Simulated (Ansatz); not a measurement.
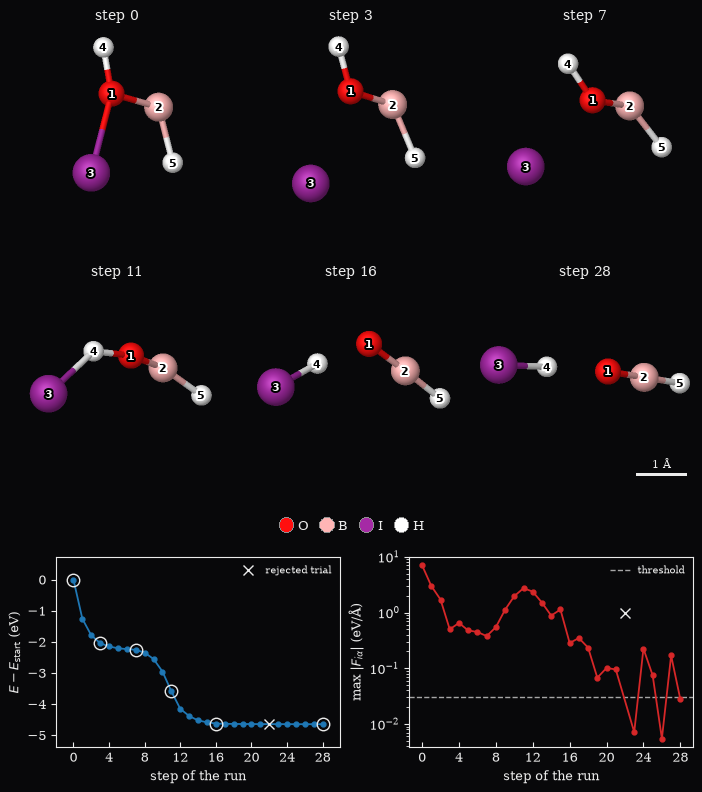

Frames of a relaxation of BH2OI, marked on the history of the run. Style: ball-and-stick. Shown from a free direction.

It is one of the separated reactants of a reaction.

Method: RKS PBE-D4/def2-SVP (Ansatz 0.2.0).

Input
```yaml
crystal:
  periodic: [false, false, false]
  atoms:
    - {symbol: O, position_ang: [-0.527161, -0.938379, -0.297083]}
    - {symbol: B, position_ang: [0.402195, -0.082806, 0.136627]}
    - {symbol: I, position_ang: [-0.113185, -2.869298, 0.253077]}
    - {symbol: H, position_ang: [-1.360567, -0.530203, -0.553544]}
    - {symbol: H, position_ang: [1.469464, -0.478150, 0.479384]}
basis:
  gaussian: {orbitals: def2-SVP}
hamiltonian: {xc: pbe, dispersion: d4}
relax: {f_tol: 0.03, max_steps: 250}
```

Command:
```bash
ansatz run in.yaml --threads 2 --pin off --events-out ev --progress --plain --max-ram 4352MiB
```

Q: What happens along the run?

A: I3 moves most after the best rigid fit: 2.19 Å. By element the largest moves are I 2.19 Å, H 1.72 Å, O 0.88 Å, B 0.72 Å. Among the contacts that change: B2–I3 2.836 → 4.918 Å, O1–I3 2.050 → 3.707 Å, I3–H4 2.771 → 1.641 Å, O1–H4 0.963 → 2.066 Å. New bonds form, among them: I3–H4 (2.77 → 1.64 Å). Bonds break, among them: O1–H4 (0.96 → 2.07 Å), O1–I3 (2.05 → 3.71 Å). Bond angles that change, for instance: O1–B2–H5 120.4° → 179.9°. The energy falls by 4.644 eV in 27 accepted moves (28 points after the start). The largest force component goes from 7 to 0.028 eV/Å. The line search rejected the trial step at point 22 of the run. The forces were under the threshold at step 23, but the run went on from there. Cost: 23 s on 2 threads of Arm Neoverse V2, on a shared host. From step 0 to 3: I3 moves most (0.57 Å), energy −2.037 eV. From step 3 to 7: I and H atoms move most (0.59 Å), energy −0.215 eV. From step 7 to 11: H4 moves most (0.78 Å), energy −1.336 eV. From step 11 to 16: H4 moves most (0.51 Å), energy −1.035 eV. From step 16 to 28: O1 moves most (0.56 Å), energy −0.020 eV.

```json
{"step": "0", "E − E(0), eV": "0.0000", "largest force component, eV/Å": "7.0290", "note": ""}
{"step": "1", "E − E(0), eV": "-1.2562", "largest force component, eV/Å": "2.9966", "note": ""}
{"step": "2", "E − E(0), eV": "-1.7863", "largest force component, eV/Å": "1.7089", "note": ""}
{"step": "3", "E − E(0), eV": "-2.0374", "largest force component, eV/Å": "0.4998", "note": ""}
{"step": "4", "E − E(0), eV": "-2.1455", "largest force component, eV/Å": "0.6496", "note": ""}
{"step": "5", "E − E(0), eV": "-2.2024", "largest force component, eV/Å": "0.4769", "note": ""}
{"step": "6", "E − E(0), eV": "-2.2298", "largest force component, eV/Å": "0.4481", "note": ""}
{"step": "7", "E − E(0), eV": "-2.2527", "largest force component, eV/Å": "0.3775", "note": ""}
{"step": "8", "E − E(0), eV": "-2.3428", "largest force component, eV/Å": "0.5457", "note": ""}
{"step": "9", "E − E(0), eV": "-2.5487", "largest force component, eV/Å": "1.1219", "note": ""}
{"step": "10", "E − E(0), eV": "-2.9508", "largest force component, eV/Å": "1.9681", "note": ""}
{"step": "11", "E − E(0), eV": "-3.5884", "largest force component, eV/Å": "2.7298", "note": ""}
{"step": "12", "E − E(0), eV": "-4.1494", "largest force component, eV/Å": "2.3685", "note": ""}
{"step": "13", "E − E(0), eV": "-4.3809", "largest force component, eV/Å": "1.5007", "note": ""}
{"step": "14", "E − E(0), eV": "-4.5220", "largest force component, eV/Å": "0.8795", "note": ""}
{"step": "15", "E − E(0), eV": "-4.5811", "largest force component, eV/Å": "1.1336", "note": ""}
{"step": "16", "E − E(0), eV": "-4.6232", "largest force component, eV/Å": "0.2845", "note": ""}
{"step": "17", "E − E(0), eV": "-4.6309", "largest force component, eV/Å": "0.3482", "note": ""}
{"step": "18", "E − E(0), eV": "-4.6341", "largest force component, eV/Å": "0.2344", "note": ""}
{"step": "19", "E − E(0), eV": "-4.6377", "largest force component, eV/Å": "0.0677", "note": ""}
{"step": "20", "E − E(0), eV": "-4.6382", "largest force component, eV/Å": "0.1014", "note": ""}
{"step": "21", "E − E(0), eV": "-4.6396", "largest force component, eV/Å": "0.0952", "note": ""}
{"step": "22", "E − E(0), eV": "-4.6285", "largest force component, eV/Å": "0.9698", "note": "rejected"}
{"step": "23", "E − E(0), eV": "-4.6412", "largest force component, eV/Å": "0.0072", "note": ""}
{"step": "24", "E − E(0), eV": "-4.6419", "largest force component, eV/Å": "0.2252", "note": ""}
{"step": "25", "E − E(0), eV": "-4.6427", "largest force component, eV/Å": "0.0745", "note": ""}
{"step": "26", "E − E(0), eV": "-4.6431", "largest force component, eV/Å": "0.0055", "note": ""}
{"step": "27", "E − E(0), eV": "-4.6432", "largest force component, eV/Å": "0.1697", "note": ""}
{"step": "28", "E − E(0), eV": "-4.6436", "largest force component, eV/Å": "0.0278", "note": ""}
```
